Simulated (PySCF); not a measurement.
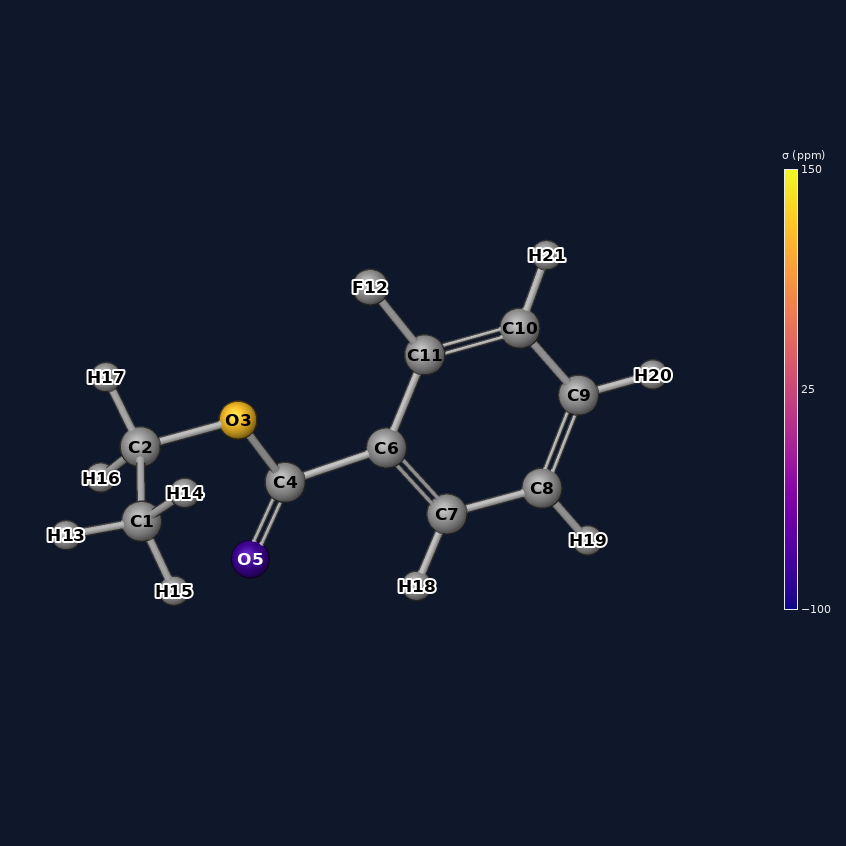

Atoms are coloured by their isotropic NMR shieldings (O only, the others grey). The geometry was computed by an optimisation with GFN2-xTB. No frequency run is at hand to confirm it as a minimum. Method: GIAO PBE0/pcSseg-1 NMR shielding, non-relativistic, gas phase (PySCF 2.14.0).

Give the isotropic NMR shieldings of the O atoms atom by atom.

```csv
atom,σ (ppm)
O3,117.2
O5,−75.2
```
